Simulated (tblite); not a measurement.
# Geometry relaxation of C2H15B2NSi2 (part 4 of 4)

C2H15B2NSi2; GFN2-xTB geometry optimisation, gas phase (tblite 0.8.0). It belongs to a series of runs on one base structure; here: H on C replaced by BH2.

Geometry of the input (Å):
```
B  -3.3432  -0.9544  -0.0736
C  -1.7577  -1.0502  -0.0025
C  -1.1855  0.2696  -0.3565
B  0.3686  0.4150  -0.3584
Si 0.7476  2.1968  0.3284
N  1.1137  -0.6945  0.3799
Si 2.8597  -0.7388  -0.0626
H  -3.8082  0.1420  -0.2693
H  -3.9875  -1.8618  -0.5117
H  -1.4845  -1.9025  -0.6219
H  -1.5425  -1.2509  1.0892
H  -1.6015  1.0049  0.3981
H  -1.5743  0.5168  -1.3672
H  0.7819  0.3651  -1.4909
H  0.0455  2.4349  1.5906
H  2.1698  2.4202  0.5883
H  0.2728  3.1823  -0.6516
H  1.0636  -0.5974  1.4177
H  0.7555  -1.6383  0.1415
H  3.4140  0.6025  -0.2639
H  3.6141  -1.3716  1.0121
H  3.0674  -1.4703  -1.3173
```

Trajectory as extended XYZ, continued:
```
22
Properties=species:S:1:pos:R:3:forces:R:3 step=136 energy=-565.12863
B    -3.2679   -1.0699   -0.3435    0.0010  -0.0020   0.0220
C    -1.7180   -1.2395   -0.3139    0.0000  -0.0090  -0.0110
C    -1.2789    0.2465   -0.1248   -0.0080  -0.0160   0.0010
B     0.3041    0.5215   -0.4407   -0.0080  -0.0030   0.0060
Si    0.8385    2.3803   -0.0296    0.0040   0.0120  -0.0150
N     1.1337   -0.5024    0.6019    0.0040  -0.0010   0.0030
Si    2.8315   -0.8989    0.1941   -0.0080  -0.0020   0.0150
H    -3.8678   -1.0035    0.6616    0.0010   0.0040  -0.0030
H    -3.8296   -0.9251   -1.3598   -0.0030   0.0090  -0.0070
H    -1.2717   -1.6208   -1.2329   -0.0030   0.0060  -0.0140
H    -1.3393   -1.8436    0.5174   -0.0020   0.0110   0.0120
H    -1.5587    0.5546    0.8885    0.0150  -0.0020   0.0060
H    -1.8771    0.8692   -0.7963    0.0060  -0.0060  -0.0210
H     0.6031    0.1382   -1.5346    0.0020  -0.0020   0.0130
H     0.7501    2.7057    1.4177   -0.0100  -0.0100   0.0000
H     2.2524    2.7245   -0.3167   -0.0330   0.0070  -0.0060
H     0.0730    3.4486   -0.6894    0.0150  -0.0020   0.0130
H     1.0357   -0.0891    1.5251    0.0120   0.0190  -0.0020
H     0.5405   -1.3322    0.5977    0.0120  -0.0080  -0.0130
H     3.5185    0.3563   -0.0574    0.0170  -0.0090   0.0100
H     3.3481   -1.5943    1.3793    0.0020  -0.0010  -0.0010
H     2.7693   -1.8067   -0.9454   -0.0170   0.0040  -0.0070
22
Properties=species:S:1:pos:R:3:forces:R:3 step=141 energy=-565.12956
B    -3.2689   -1.0691   -0.3455   -0.0030   0.0120  -0.0100
C    -1.7199   -1.2435   -0.3204    0.0070   0.0120   0.0130
C    -1.2806    0.2414   -0.1212    0.0090   0.0060  -0.0050
B     0.3015    0.5209   -0.4385    0.0110  -0.0080   0.0010
Si    0.8337    2.3825   -0.0359   -0.0120  -0.0120  -0.0010
N     1.1389   -0.4963    0.6070    0.0020   0.0040   0.0020
Si    2.8332   -0.9047    0.1992    0.0020   0.0020  -0.0080
H    -3.8726   -1.0190    0.6576    0.0040   0.0010   0.0140
H    -3.8264   -0.8976   -1.3602   -0.0070  -0.0010  -0.0060
H    -1.2748   -1.6178   -1.2431   -0.0060   0.0030   0.0080
H    -1.3405   -1.8501    0.5089    0.0070  -0.0040  -0.0080
H    -1.5567    0.5427    0.8958    0.0030  -0.0020  -0.0180
H    -1.8773    0.8703   -0.7894    0.0040  -0.0210   0.0060
H     0.6018    0.1318   -1.5292    0.0010   0.0040  -0.0090
H     0.7537    2.7071    1.4127   -0.0040  -0.0090  -0.0050
H     2.2407    2.7327   -0.3376    0.0050   0.0030  -0.0010
H     0.0655    3.4504   -0.6896   -0.0130   0.0130   0.0020
H     1.0498   -0.0702    1.5251   -0.0090  -0.0080   0.0060
H     0.5439   -1.3246    0.6102    0.0060   0.0030   0.0150
H     3.5306    0.3465   -0.0431    0.0140  -0.0010   0.0000
H     3.3522   -1.6062    1.3793   -0.0080  -0.0080   0.0070
H     2.7617   -1.8077   -0.9439   -0.0120   0.0100  -0.0020
22
Properties=species:S:1:pos:R:3:forces:R:3 step=146 energy=-565.13031
B    -3.2655   -1.0754   -0.3459    0.0180   0.0220   0.0230
C    -1.7149   -1.2434   -0.3236   -0.0140  -0.0120  -0.0120
C    -1.2779    0.2409   -0.1231    0.0070  -0.0100   0.0020
B     0.3033    0.5230   -0.4395   -0.0010   0.0080  -0.0080
Si    0.8300    2.3867   -0.0424    0.0150   0.0160  -0.0110
N     1.1393   -0.4865    0.6141   -0.0020   0.0050   0.0020
Si    2.8287   -0.9102    0.2038    0.0080  -0.0020   0.0030
H    -3.8661   -1.0318    0.6598    0.0010  -0.0020   0.0010
H    -3.8237   -0.8971   -1.3585   -0.0140  -0.0050  -0.0090
H    -1.2737   -1.6110   -1.2504    0.0070  -0.0110  -0.0010
H    -1.3308   -1.8551    0.4997    0.0050   0.0030  -0.0010
H    -1.5527    0.5414    0.8935   -0.0100   0.0050   0.0120
H    -1.8789    0.8654   -0.7899    0.0030   0.0130  -0.0120
H     0.6039    0.1330   -1.5297    0.0130  -0.0090  -0.0010
H     0.7587    2.7067    1.4071   -0.0030  -0.0050   0.0100
H     2.2363    2.7395   -0.3514   -0.0170  -0.0040   0.0030
H     0.0575    3.4599   -0.6848   -0.0050  -0.0110   0.0040
H     1.0516   -0.0545    1.5295    0.0020   0.0080   0.0060
H     0.5416   -1.3126    0.6263   -0.0020  -0.0070   0.0040
H     3.5488    0.3307   -0.0279   -0.0020  -0.0010  -0.0020
H     3.3413   -1.6284    1.3775   -0.0150  -0.0030  -0.0030
H     2.7329   -1.8017   -0.9459    0.0060   0.0020  -0.0100
22
Properties=species:S:1:pos:R:3:forces:R:3 step=150 energy=-565.13062
B    -3.2614   -1.0722   -0.3445   -0.0090  -0.0140  -0.0090
C    -1.7122   -1.2445   -0.3256    0.0090   0.0030   0.0010
C    -1.2770    0.2404   -0.1232   -0.0060   0.0040  -0.0080
B     0.3042    0.5241   -0.4392   -0.0010  -0.0060   0.0040
Si    0.8296    2.3888   -0.0442   -0.0100  -0.0070   0.0080
N     1.1387   -0.4832    0.6180    0.0030   0.0000   0.0000
Si    2.8263   -0.9123    0.2043   -0.0080   0.0000  -0.0030
H    -3.8639   -1.0352    0.6597    0.0050   0.0090   0.0170
H    -3.8217   -0.8970   -1.3571   -0.0060   0.0050  -0.0020
H    -1.2715   -1.6107   -1.2532    0.0020  -0.0070  -0.0030
H    -1.3249   -1.8564    0.4960   -0.0040   0.0000   0.0020
H    -1.5548    0.5404    0.8934    0.0050  -0.0010  -0.0100
H    -1.8770    0.8651   -0.7914    0.0050   0.0040  -0.0020
H     0.6077    0.1317   -1.5281    0.0040  -0.0040   0.0070
H     0.7588    2.7066    1.4066    0.0030  -0.0030  -0.0030
H     2.2330    2.7412   -0.3577    0.0080   0.0070   0.0030
H     0.0533    3.4596   -0.6845   -0.0090  -0.0020   0.0000
H     1.0533   -0.0483    1.5325    0.0040   0.0050  -0.0020
H     0.5407   -1.3097    0.6343    0.0010   0.0090   0.0020
H     3.5528    0.3257   -0.0234   -0.0030  -0.0010   0.0010
H     3.3321   -1.6379    1.3760   -0.0050  -0.0070  -0.0010
H     2.7235   -1.7970   -0.9502    0.0120   0.0020  -0.0030
22
Properties=species:S:1:pos:R:3:forces:R:3 step=155 energy=-565.13119
B    -3.2584   -1.0774   -0.3422    0.0030   0.0120   0.0030
C    -1.7079   -1.2454   -0.3300   -0.0140  -0.0050   0.0010
C    -1.2755    0.2407   -0.1316    0.0040  -0.0010  -0.0010
B     0.3065    0.5244   -0.4407    0.0090   0.0020   0.0000
Si    0.8254    2.3905   -0.0461    0.0110   0.0020   0.0010
N     1.1384   -0.4748    0.6227    0.0020  -0.0020   0.0040
Si    2.8206   -0.9166    0.2041    0.0150  -0.0080   0.0000
H    -3.8520   -1.0304    0.6678    0.0080  -0.0020   0.0000
H    -3.8274   -0.9043   -1.3506    0.0030  -0.0050   0.0000
H    -1.2664   -1.6160   -1.2554   -0.0110   0.0060  -0.0100
H    -1.3185   -1.8538    0.4933   -0.0010   0.0030   0.0070
H    -1.5569    0.5429    0.8831    0.0030   0.0040   0.0000
H    -1.8712    0.8660   -0.8027   -0.0110  -0.0120  -0.0120
H     0.6173    0.1271   -1.5255   -0.0020   0.0030  -0.0070
H     0.7597    2.6996    1.4062   -0.0060   0.0020   0.0150
H     2.2284    2.7513   -0.3556   -0.0050   0.0010  -0.0060
H     0.0420    3.4613   -0.6778   -0.0040  -0.0040  -0.0010
H     1.0592   -0.0319    1.5339    0.0010  -0.0010  -0.0030
H     0.5388   -1.2997    0.6477   -0.0090   0.0070   0.0090
H     3.5632    0.3142   -0.0126   -0.0100  -0.0010   0.0070
H     3.3122   -1.6609    1.3707    0.0030  -0.0010  -0.0080
H     2.7121   -1.7873   -0.9605    0.0090  -0.0010   0.0020
22
Properties=species:S:1:pos:R:3:forces:R:3 step=160 energy=-565.13164
B    -3.2593   -1.0752   -0.3364    0.0020   0.0010   0.0150
C    -1.7096   -1.2454   -0.3288    0.0170   0.0060   0.0050
C    -1.2740    0.2416   -0.1426    0.0000  -0.0030  -0.0020
B     0.3114    0.5236   -0.4415   -0.0100  -0.0020  -0.0050
Si    0.8232    2.3907   -0.0422   -0.0080   0.0030  -0.0010
N     1.1416   -0.4739    0.6254   -0.0040  -0.0060  -0.0070
Si    2.8228   -0.9202    0.2021   -0.0170  -0.0010   0.0060
H    -3.8491   -1.0310    0.6755    0.0000   0.0030   0.0060
H    -3.8314   -0.9008   -1.3420   -0.0040  -0.0030  -0.0150
H    -1.2717   -1.6225   -1.2537   -0.0060   0.0020   0.0050
H    -1.3184   -1.8460    0.4995    0.0000  -0.0120  -0.0090
H    -1.5625    0.5547    0.8670    0.0010   0.0040  -0.0070
H    -1.8658    0.8579   -0.8258    0.0090   0.0030   0.0010
H     0.6283    0.1262   -1.5248   -0.0050   0.0050  -0.0030
H     0.7517    2.6948    1.4119    0.0040   0.0010  -0.0010
H     2.2238    2.7572   -0.3533   -0.0010   0.0080   0.0010
H     0.0321    3.4583   -0.6712    0.0060  -0.0080   0.0030
H     1.0660   -0.0287    1.5360    0.0050   0.0020  -0.0070
H     0.5379   -1.2957    0.6546    0.0020  -0.0010   0.0040
H     3.5675    0.3105   -0.0052   -0.0050   0.0050   0.0100
H     3.3079   -1.6757    1.3633    0.0120  -0.0050   0.0030
H     2.7171   -1.7813   -0.9694    0.0010  -0.0040  -0.0010
22
Properties=species:S:1:pos:R:3:forces:R:3 step=164 energy=-565.13188
B    -3.2592   -1.0767   -0.3329    0.0010   0.0000  -0.0130
C    -1.7087   -1.2447   -0.3293   -0.0110  -0.0010   0.0010
C    -1.2726    0.2422   -0.1478    0.0030   0.0030   0.0020
B     0.3123    0.5249   -0.4453    0.0040   0.0010   0.0020
Si    0.8215    2.3919   -0.0415    0.0120  -0.0010  -0.0020
N     1.1414   -0.4709    0.6254    0.0010  -0.0030  -0.0020
Si    2.8202   -0.9240    0.2031    0.0100  -0.0050  -0.0010
H    -3.8448   -1.0268    0.6810   -0.0040   0.0050   0.0060
H    -3.8347   -0.9132   -1.3393    0.0020   0.0000   0.0080
H    -1.2745   -1.6245   -1.2545    0.0020   0.0030   0.0010
H    -1.3183   -1.8461    0.4986    0.0160  -0.0010  -0.0020
H    -1.5615    0.5595    0.8601   -0.0040   0.0010   0.0010
H    -1.8625    0.8576   -0.8333   -0.0010  -0.0050  -0.0020
H     0.6313    0.1293   -1.5282   -0.0020  -0.0010  -0.0010
H     0.7509    2.6906    1.4138    0.0010   0.0010   0.0010
H     2.2217    2.7634   -0.3509   -0.0070   0.0020   0.0010
H     0.0295    3.4599   -0.6665   -0.0040   0.0020  -0.0020
H     1.0698   -0.0199    1.5334    0.0030   0.0040  -0.0060
H     0.5353   -1.2903    0.6618   -0.0050  -0.0090  -0.0020
H     3.5706    0.3053    0.0040   -0.0100   0.0010   0.0090
H     3.3057   -1.6884    1.3589    0.0000   0.0020   0.0010
H     2.7160   -1.7799   -0.9724   -0.0050   0.0000  -0.0010
22
Properties=species:S:1:pos:R:3:forces:R:3 step=169 energy=-565.13204
B    -3.2576   -1.0759   -0.3296   -0.0020  -0.0030   0.0070
C    -1.7075   -1.2450   -0.3279    0.0070   0.0010  -0.0030
C    -1.2717    0.2429   -0.1523   -0.0010  -0.0030   0.0010
B     0.3144    0.5244   -0.4463   -0.0050  -0.0020   0.0000
Si    0.8218    2.3915   -0.0394   -0.0050   0.0030   0.0010
N     1.1408   -0.4730    0.6243    0.0010  -0.0020   0.0030
Si    2.8195   -0.9265    0.2023   -0.0020  -0.0010   0.0020
H    -3.8415   -1.0210    0.6855    0.0010   0.0030  -0.0010
H    -3.8353   -0.9163   -1.3351    0.0010   0.0010   0.0020
H    -1.2747   -1.6266   -1.2531    0.0000   0.0020  -0.0040
H    -1.3127   -1.8443    0.4998   -0.0010   0.0050  -0.0010
H    -1.5650    0.5658    0.8527   -0.0010   0.0000  -0.0020
H    -1.8592    0.8536   -0.8442    0.0010   0.0000   0.0020
H     0.6339    0.1289   -1.5293   -0.0010   0.0040   0.0010
H     0.7493    2.6898    1.4164    0.0000  -0.0040  -0.0060
H     2.2203    2.7684   -0.3467    0.0030   0.0020  -0.0030
H     0.0263    3.4579   -0.6639    0.0010  -0.0020   0.0010
H     1.0715   -0.0190    1.5309   -0.0040  -0.0040   0.0000
H     0.5327   -1.2913    0.6627    0.0070   0.0040   0.0000
H     3.5670    0.3056    0.0116   -0.0020   0.0030   0.0030
H     3.3047   -1.6936    1.3564    0.0000  -0.0020   0.0000
H     2.7127   -1.7769   -0.9767    0.0030  -0.0020   0.0000
```

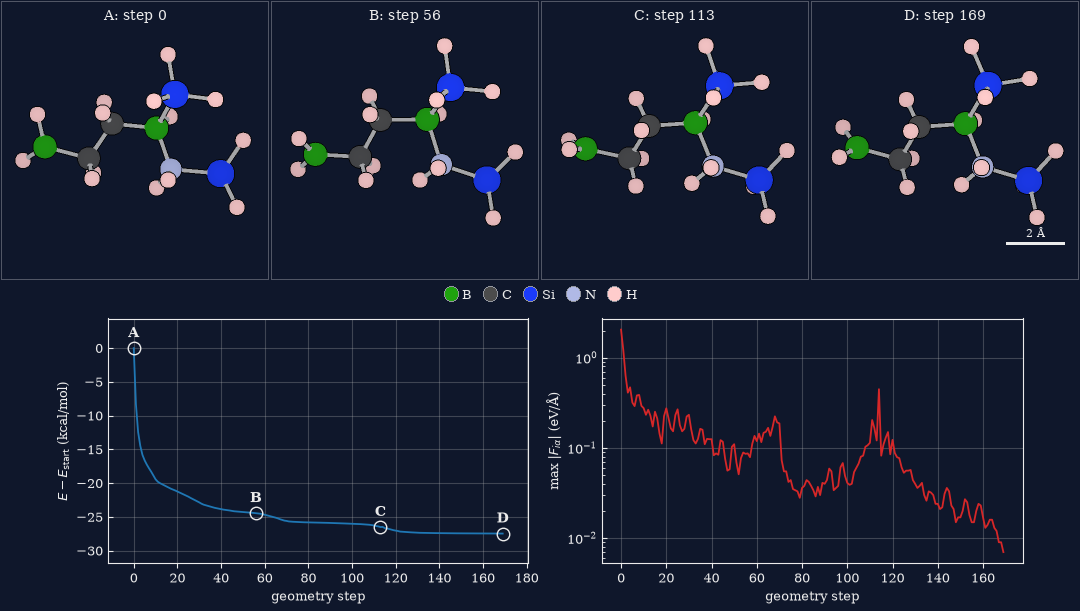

*Frames of the relaxation (ball-and-stick view, seen at a tilt) above the curves, on which the letters mark them (steps are counted from 0).*

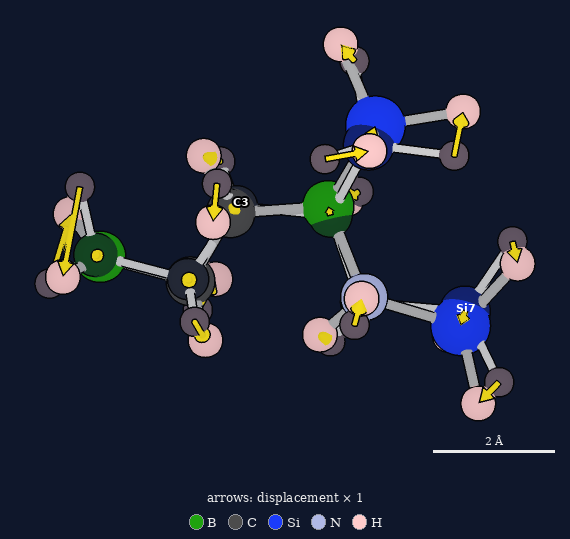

*Start (faint) and end (solid) with the displacements as yellow arrows, at true length (ball-and-stick view, seen at a tilt). The two geometries are laid on each other by the best rigid fit.*

Over 169 geometry steps the energy falls by 27.5 kcal/mol. The largest force component goes from 2 to 0.007 eV/Å. The atom that moves furthest after the best rigid fit is H8 (1.56 Å). Largest moves by element: H 1.56 Å, Si 0.39 Å, C 0.39 Å, N 0.31 Å, B 0.29 Å. Distances before and after: B4–N6 1.527 → 1.680 Å, C2–C3 1.481 → 1.560 Å, C3–B4 1.561 → 1.637 Å, C2–H11 1.131 → 1.095 Å. Among the angles that change: B1–C2–H11 104.1° → 114.7°, B4–N6–H19 112.4° → 101.9°, B1–C2–H10 105.8° → 115.6°. (Atoms are counted from 1 in the order of the input.)

Key numbers:

```json
{"quantity": "outcome", "value": "converged"}
{"quantity": "total energy", "value": "−565.1320 eV"}
{"quantity": "wall time", "value": "4.2 s"}
{"quantity": "peak memory", "value": "0.18 GiB"}
```
